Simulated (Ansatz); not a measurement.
Relaxed Te (trigonal-Te type, space group P3_121):

```xyz
3
Lattice="4.6235 0.0000 0.0000 -2.3118 4.0041 0.0000 0.0000 0.0000 5.9044" Properties=species:S:1:pos:R:3 pbc="T T T"
Te     1.1718     0.0000     1.9681
Te    -0.5859     1.0148     3.9362
Te     1.7259     2.9893     0.0000
```

Scan: atom 1 (Te, nearest neighbour Te at 2.827 Å; its periodic images, 4.6 Å or more away, move with it) is displaced along Cartesian [111], direction (0.577, 0.577, 0.577) in Cartesian axes, by s. The other atoms stay.

Calculation: r2SCAN (plane waves to 500 eV, PAW, scalar-relativistic; Ansatz, a first-principles code). k mesh 7×7×5 (Γ-centred), Fermi-Dirac smearing 0.05 eV. Energies are smeared free energies. As the smearing reaches across the gap at some points, energies and forces of such displacements shift with the k mesh and the smearing. Spin-orbit coupling is left out, though Te is heavy. Te was relaxed with its symmetry unable to fall. The PAW data are Ansatz's earlier set. The zero of ΔE is the undisplaced structure.

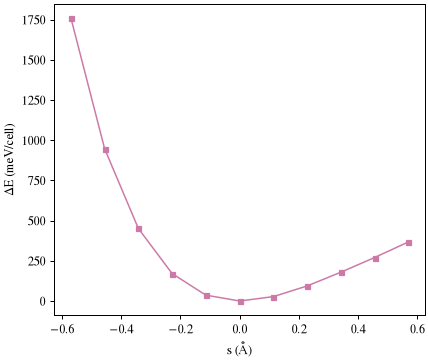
*ΔE (meV/cell) against s (Å); one marker a computed point.*

The energy at s = 0.570 Å is 367 meV/cell. The force constant k = d²E/ds² at s = 0 (finite differences) comes out as 4.84 eV/Å². The force along the line at s = -0.570 Å comes out as 8.92 eV/Å. Harmonic estimate at the end of the scan: ½ks² = 787 meV/cell against the computed 367 meV/cell, so the well is softer than harmonic there. Shape of the curve: a single well with its minimum at or next to zero displacement.

The forces along the line at the two nearest points give (0.691 − (-0.441)) / (2·0.114) = 4.96 eV/Å²; the next pair corrects for the finite step.

(A displaced cell: forces are minus the slopes of the energy, force constants its curvatures, and phonons follow from these.)
